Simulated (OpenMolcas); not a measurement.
**One shape, several levels: doublet [SF4]+**

Wanted: a comparison of 5 runs (UHF/6-311+G**, UB3LYP/6-31G*, UBLYP/6-311+G**, UM06-L/6-311+G**, UPBE0/6-311+G**) of doublet [SF4]+. 

The results are computed with OpenMolcas 26.06.

### Step 1. The structure to begin with

[SF4]+ has 5 atoms, charge +1, and is taken as a doublet. SMILES of the parent species: `FS(F)(F)F`. Geometry: relaxed at PBE0-D4/def2-TZVP. That shape belongs to the parent species and isn't relaxed for this state.

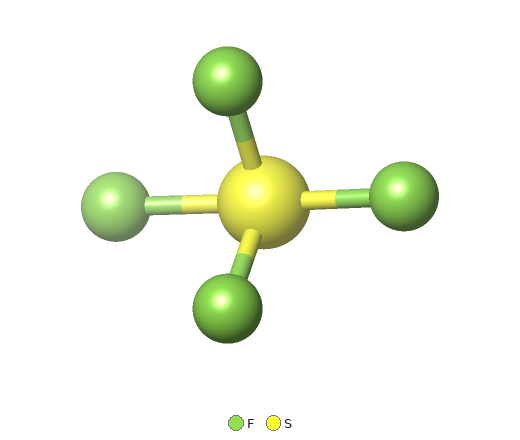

Viewed from a chosen angle; fluorine green, sulfur yellow.

### Step 2. A single-point energy at UHF/6-311+G(d,p) (run 1)

The input, job.inp:

```
* F4S Hartree-Fock
>>> EXPORT MOLCAS_PRINT=2
&GATEWAY
BasLib=$CurrDir
Coord
5
angstrom
F       -0.561200      -0.228000       1.172800
S        0.064000      -0.357400      -0.243000
F        1.536700      -0.462000       0.491400
F       -1.440100      -0.077300      -0.858200
F        0.400600       1.124600      -0.563100
Basis=6-311pGss
Group=NoSym
&SEWARD
&SCF
UHF
Charge=1
Spin=2
Thresholds=1e-10 1e-07 1e-07 1e-05
PrOrbitals=1 1
```

The basis set 6-311+G** is read from a file made from the Basis Set Exchange's data (not shown).

Run with:

```bash
$ export MOLCAS_MEM=1860
$ pymolcas job.inp > job.log
```

The log of the run:

```text
--- Start Module: gateway ---
[...]
--- Stop Module: gateway /rc=_RC_ALL_IS_WELL_ ---
--- Start Module: seward ---
[...]
      Basis functions          118
--- Stop Module: seward /rc=_RC_ALL_IS_WELL_ ---
[...]
--- Start Module: scf ---
[...]
       Convergence after  25 Iterations
[...]
::    Total SCF energy                               -794.8058722730
[...]
      Total spin, S                                     0.5443357937
[...]
      Total electronic charge=   51.000000
      Total            charge=    1.000000
[...]
      Dipole Moment (debye):
      Origin of the operator (angstrom)=    0.0077   -0.0430   -0.0292
                   X=  4.1003E-01               Y= -2.2913E+00               Z= -1.5579E+00           Total=  2.8009E+00
      Center of Charge (angstrom)
[...]
--- Stop Module: scf /rc=_RC_ALL_IS_WELL_ ---
[...]
```

It took 26 s on 1 thread of Arm Neoverse V1, shared host; peak memory 0.74 GiB.

### Step 3. A single-point energy at UB3LYP/6-31G(d) (Cartesian functions) (run 2)

The input, mol.inp:

```
&GATEWAY
  BASLIB=$CurrDir
  COORD
  5
  angstrom
  F       -0.561200      -0.228000       1.172800
  S        0.064000      -0.357400      -0.243000
  F        1.536700      -0.462000       0.491400
  F       -1.440100      -0.077300      -0.858200
  F        0.400600       1.124600      -0.563100
  BASIS=6-31Gs
  GROUP=NoSym

&SEWARD
  GRIDINPUT
  Grid=UltraFine
  End of Grid

&SCF
  UHF
  CHARGE=1
  SPIN=2
  KSDFT=B3LYP
  THRESHOLDS=1e-10 1e-07 1e-07 1e-05
  PRORBITALS=1 1
```

The basis set 6-31G* is read from a file made from the Basis Set Exchange's data (not shown).

Run with:

```bash
$ export MOLCAS_MEM=1860
$ pymolcas mol.inp > mol.log
```

The log of the run:

```text
--- Start Module: gateway ---
[...]
--- Stop Module: gateway /rc=_RC_ALL_IS_WELL_ ---
--- Start Module: seward ---
[...]
      Basis functions           79
--- Stop Module: seward /rc=_RC_ALL_IS_WELL_ ---
[...]
--- Start Module: scf ---
[...]
       Convergence after  23 Iterations
[...]
::    Total KS-DFT energy                            -797.0074290821
[...]
      Total spin, S                                     0.5040365925
[...]
      Total electronic charge=   51.000000
      Total            charge=    1.000000
[...]
      Dipole Moment (debye):
      Origin of the operator (angstrom)=    0.0077   -0.0430   -0.0292
                   X=  2.9169E-01               Y= -1.6287E+00               Z= -1.1073E+00           Total=  1.9909E+00
      Center of Charge (angstrom)
[...]
--- Stop Module: scf /rc=_RC_ALL_IS_WELL_ ---
[...]
```

Wall time 36 s (1 thread of Arm Neoverse V1, shared host); peak memory 0.44 GiB.

Runs 3 to 4 aren't shown in full; the table further down has their settings and results.

### Step 4. The energy at UPBE0/6-311+G(d,p) (run 5)

The input, mol.inp:

```
* F4S Kohn-Sham DFT

&GATEWAY
  BasLib=$CurrDir
  Coord
  5
  angstrom
  F       -0.561200      -0.228000       1.172800
  S        0.064000      -0.357400      -0.243000
  F        1.536700      -0.462000       0.491400
  F       -1.440100      -0.077300      -0.858200
  F        0.400600       1.124600      -0.563100
  Basis=6-311pGss
  Group=NoSym

&SEWARD
  GridInput
  Grid=UltraFine
  End of Grid

&SCF
  UHF
  Charge=1
  Spin=2
  KSDFT=PBE0
  Thresholds=1e-10 1e-07 1e-07 1e-05
  PrOrbitals=1 2
```

The basis set 6-311+G** is read from a file made from the Basis Set Exchange's data (not shown).

Run with:

```bash
$ export MOLCAS_MEM=1860
$ pymolcas mol.inp > mol.log
```

The log of the run:

```text
--- Start Module: gateway ---
[...]
--- Stop Module: gateway /rc=_RC_ALL_IS_WELL_ ---
--- Start Module: seward ---
[...]
      Basis functions          118
--- Stop Module: seward /rc=_RC_ALL_IS_WELL_ ---
[...]
--- Start Module: scf ---
[...]
       Convergence after  21 Iterations
[...]
::    Total KS-DFT energy                            -796.6104720498
[...]
      Total spin, S                                     0.5056043242
[...]
      Total electronic charge=   51.000000
      Total            charge=    1.000000
[...]
      Dipole Moment (debye):
      Origin of the operator (angstrom)=    0.0077   -0.0430   -0.0292
                   X=  3.2526E-01               Y= -1.8162E+00               Z= -1.2347E+00           Total=  2.2201E+00
      Center of Charge (angstrom)
[...]
--- Stop Module: scf /rc=_RC_ALL_IS_WELL_ ---
[...]
```

Run time: 60 s. Hardware: 1 thread of Arm Neoverse V1, shared host; peak memory 0.74 GiB.

### Step 5. All runs side by side

| run | level | Cartesian functions | integration grid | energy (Eh) | HOMO energy (eV) | LUMO energy (eV) | ⟨S²⟩ | wall time |
| --- | --- | --- | --- | --- | --- | --- | --- | --- |
| 1 | UHF/6-311+G** | no | – | -794.805872 | -24.57 | -10.65 | 0.841 | 26 s |
| 2 | UB3LYP/6-31G* (Cartesian functions) | yes | UltraFine | -797.007429 | -18.80 | -15.34 | 0.758 | 36 s |
| 3 | UBLYP/6-311+G** | no | UltraFine | -797.135587 | -17.61 | -16.41 | 0.753 | 78 s |
| 4 | UM06-L/6-311+G** | no | UltraFine | -797.074544 | -18.13 | -16.36 | 0.756 | 94 s |
| 5 | UPBE0/6-311+G** | no | UltraFine | -796.610472 | -19.67 | -15.56 | 0.761 | 60 s |

### Step 6. What came out

| quantity | value |
| --- | --- |
| run 5: total energy | -796.61047 Eh |
| run 5: HOMO energy (highest over α and β) | -19.67 eV |
| run 5: LUMO energy (lowest over α and β) | -15.56 eV |
| run 5: ⟨S²⟩ | 0.761 |

What this shows: Totals of different functionals can't be ranked against each other. All runs together took 4.9 min, the longest 94 s.
